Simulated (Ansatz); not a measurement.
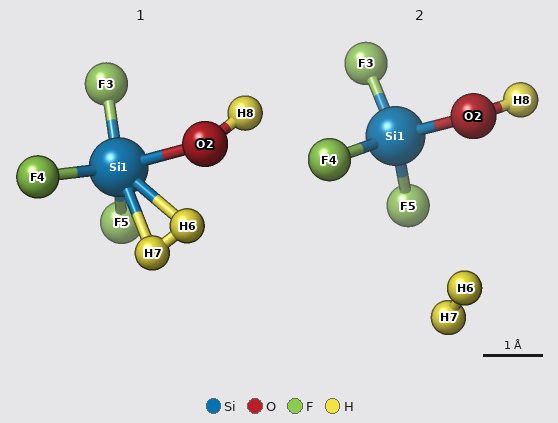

Two geometries of SiH$_{3}$OF$_{3}$ (started from a transition state, displaced along its imaginary mode), drawn at one scale. One is the start of a relaxation, the other its converged end. The picture is a ball-and-stick view, seen at a tilt.

These are results of RKS PBE0-D4/def2-TZVP (Ansatz), not measurements. Set-up: force threshold 0.005 eV/Å; at most 200 steps.

Q: Which geometry has the lower energy?

A: Structure 2 is the relaxed one. Over 24 accepted moves (28 points after the start) the energy falls by 165.9 kJ/mol. The largest force component goes from 2.3 to 0.0048 eV/Å. The line search rejected the trial steps at points 9, 12, 14, 19 of the run. The forces were under the threshold at step 18, but the run went on from there. The atom that moves furthest after the best rigid fit is H6 (1.25 Å). Largest moves by element: H 1.25 Å, F 0.62 Å, Si 0.57 Å, O 0.53 Å. Some distances before and after: Si1–H7 1.811 → 3.498 Å, O2–H6 1.433 → 3.098 Å, Si1–H6 1.823 → 3.399 Å, Si1–O2 1.720 → 1.605 Å. Among the angles between lasting bonds that change: O2–Si1–F3 96.0° → 112.3°, O2–Si1–F4 121.2° → 107.7°, F3–Si1–F4 101.1° → 108.7°. Cost: 2.4 min on 4 threads of Intel Xeon @ 2.50GHz, on a shared host.
